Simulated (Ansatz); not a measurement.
H4LiSi (charge +1)

Input file:

```
crystal:
  periodic: [false, false, false]
  atoms:
    - {symbol: Li, position_ang: [-0.633335, -0.429769, -2.553494]}
    - {symbol: Si, position_ang: [0.148343, 0.099950, 0.595018]}
    - {symbol: H, position_ang: [-0.560539, 1.343618, 0.952089]}
    - {symbol: H, position_ang: [-0.230800, -0.142223, -0.865958]}
    - {symbol: H, position_ang: [-0.341901, -1.099591, 1.300447]}
    - {symbol: H, position_ang: [1.618132, 0.227917, 0.571898]}
basis:
  gaussian: {orbitals: "def2-TZVPPD.json"}
total_charge: 1
hamiltonian: {xc: pbe0, dispersion: d4}
output: {orbitals: {seedname: orbitals}}
```

Run with:

```sh
ansatz run in.yaml --threads 2 --pin off --events-out ev --progress --plain --max-ram 5222MiB
```

Geometry: PBE0-D4/def2-TZVP.

All numbers below come from RKS PBE0-D4/def2-TZVPPD (Ansatz 0.2.0).

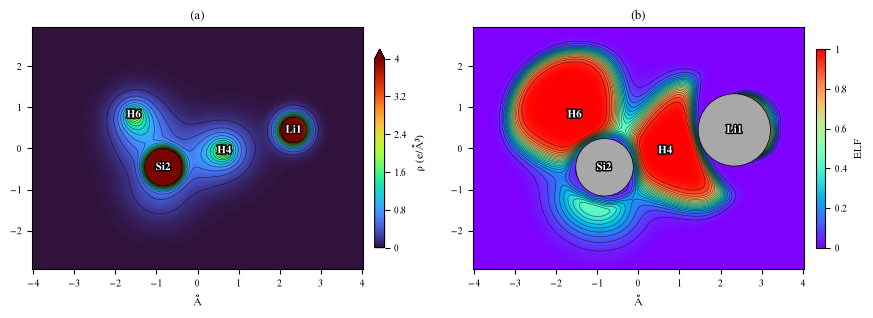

Figure 1. (a) total electron density; (b) electron localisation function on the plane of atoms H4, Si2 and H6. Grey discs cover the atomic cores in the ELF map.

### Read the bonding off the picture.

The section cuts through Li, Si and H sites.
Si–H (1.48 Å): ρ at the midpoint is about 0.83 e/Å³; the ELF climbs to about 1 towards the hydrogen, as it does in any bond to H.
Li–H (1.76 Å): ρ at the midpoint is about 0.15 e/Å³; the ELF climbs to about 1 towards the hydrogen.

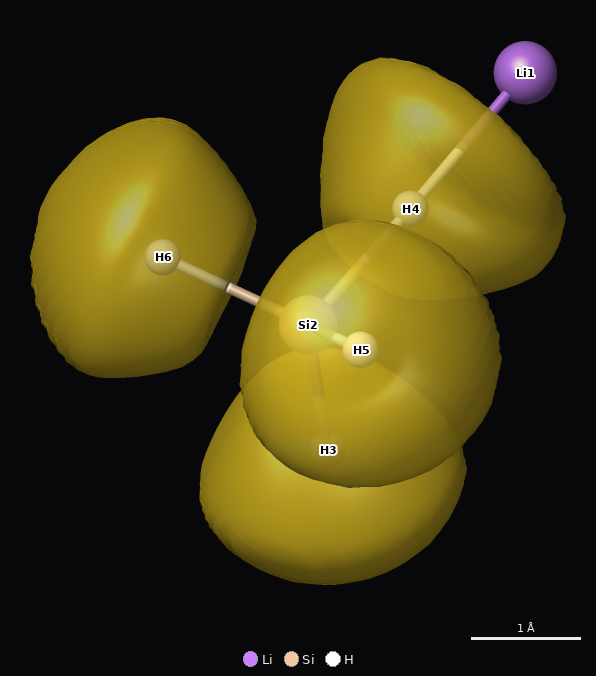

Figure 2. Isosurface of the electron localisation function at 0.8 (yellow), seen at an oblique angle. Core shells and regions of very low density are left out.

### Describe the localisation domains.

The ELF exceeds this value in four regions around hydrogen nuclei.

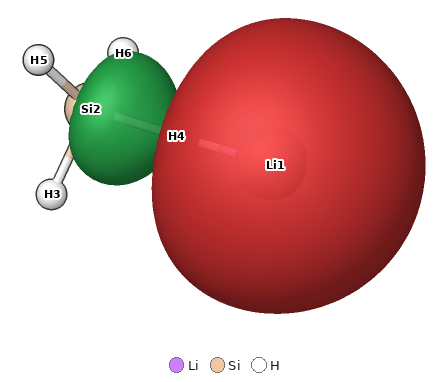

Figure 3. The LUMO at ±0.08 Å⁻³ᐟ² (green and red are the two phases), seen at a tilt.

### Where does this orbital lie, and at what energy?

Its weight (Hirshfeld) is mainly on Li1 (about 80 %), Si2 (about 10 %) and H4 (about 5 %). Its energy is −5.70 eV.
